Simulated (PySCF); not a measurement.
Input

```
{"job": {"kind": "uv", "xc": "PBE0", "basis": "def2-SVPD", "nstates": 8, "ntriplets": 3}, "charge": 0, "multiplicity": 1}
C      1.626764     0.099232     0.931391
S      1.163343    -0.384748    -0.751896
C     -0.433715    -1.208123    -0.399177
C     -1.460980    -0.163569     0.061318
Al    -0.590567     1.390509    -0.909881
H      2.608187     0.558945     0.868946
H      0.905200     0.817624     1.324889
H      1.673834    -0.789628     1.553320
H     -0.237292    -2.012818     0.311183
H     -0.715745    -1.650338    -1.355135
H     -1.464051    -0.121171     1.161477
H     -2.461270    -0.521902    -0.212261
H     -0.746263     1.442357    -2.454387
H      0.131877     2.543158    -0.151953
```

Launched as:

```sh
OMP_NUM_THREADS=1 python probes_run.py task.json out
```

Geometry: GFN2-xTB.

The calculation used PySCF, PBE0/def2-SVPD, SCF density, gas phase.

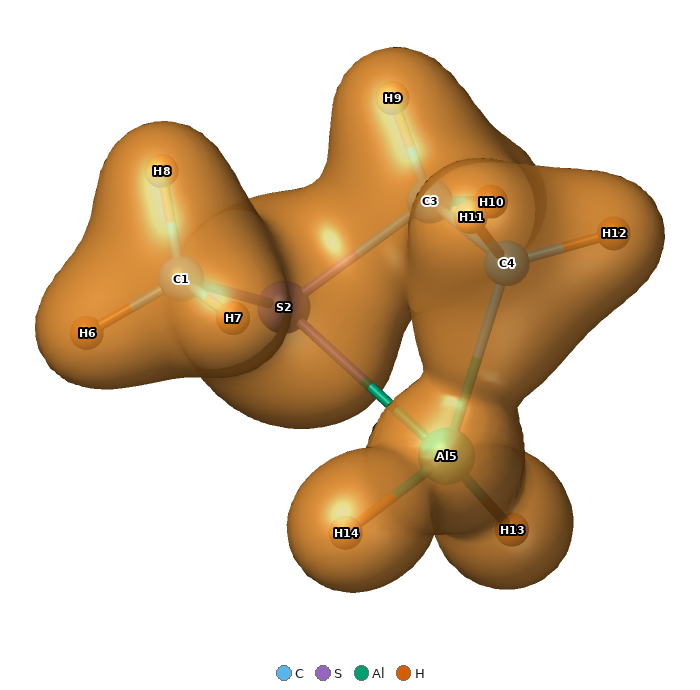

C3H9AlS. Isosurface of the electron density at 0.3 e/Å³ (orange), seen at a tilt.

How is the density connected at this value?

Answer. At this value the surface is in one piece. It bridges the sampled C–C (1.54 Å), C–S (1.81 Å) and C–Al (2.03 Å) contacts, where the density stays above the isovalue. It is pinched off along the sampled Al–S (2.50 Å) contacts. On the grid the lowest density along these lines, outside the cores, is 1.6 e/Å³ (C–C, 1.54 Å), 1.2 e/Å³ (C–S, 1.81 Å), 0.52 e/Å³ (C–Al, 2.03 Å) and 0.23 e/Å³ (Al–S, 2.50 Å).
